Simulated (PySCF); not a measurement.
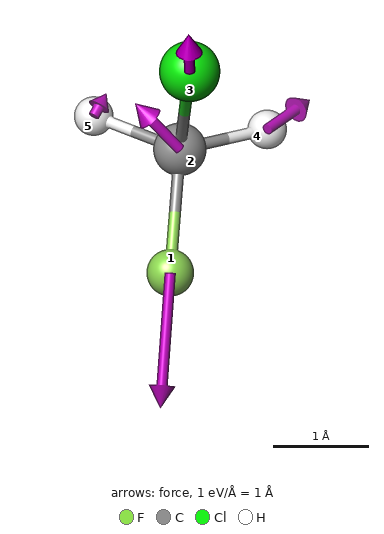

Starting geometry of CH2ClF with the computed forces as purple arrows. Style: ball-and-stick. Shown from a free direction.

The start comes from GFN2-xTB. Its atoms were then displaced at random by about 0.01 Å.

Method: PySCF, PBE0-D3(BJ)/def2-SVP geometry optimisation, gas phase. 

**What follows when this structure is relaxed?**

It isn't relaxed: the largest force vector, on F1, is 1.44 eV/Å. The final displacements follow the starting forces only in part (cosine between the two patterns 0.78). The energy falls by 3.89 kJ/mol in 8 geometry steps. The largest move after the best rigid fit is that of F1, 0.038 Å. Largest moves by element: F 0.038 Å, Cl 0.023 Å, H 0.021 Å, C 0.014 Å. Among the contacts that change: F1–C2 1.319 → 1.344 Å, C2–H4 1.081 → 1.100 Å, C2–Cl3 1.763 → 1.774 Å. Among the angles between lasting bonds that change: H4–C2–H5 114.0° → 111.3°. Cost: 6.6 s on 1 thread of Arm Neoverse V1, on a shared host.
